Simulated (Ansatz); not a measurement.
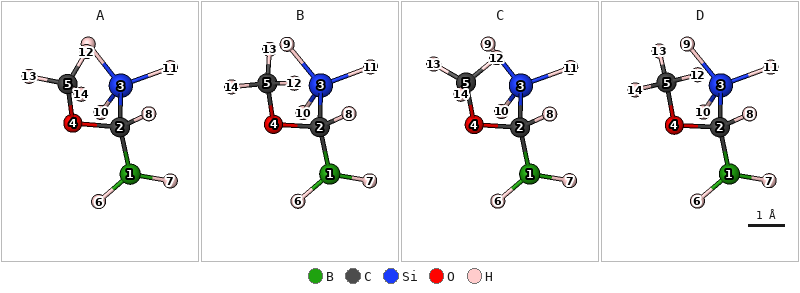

4 geometries from a converged minimum-energy path of C2H9BOSi, shuffled. A ball-and-stick model, seen from a free direction.

Theory: RKS PBE0/6-31G in Ansatz. Run with 7 movable images; climbing image; force threshold 0.05 eV/Å; iteration limit 35; starting path by image-dependent pair potential.

Which frame is the transition state?

C. In order along the path, whose images run from 0 to 8: A (image 2, +0.83 kcal/mol), C (image 4, +2.07 kcal/mol), D (image 7, +0.21 kcal/mol), B (image 8, 0.00 kcal/mol). The motion is a rotation about the O4–C5 bond by about 120°. No bond forms or breaks between the ends. Among the angles between lasting bonds that change up to the highest image: O4–C5–H13 106.2° → 109.2°, O4–C5–H14 111.1° → 108.8°.
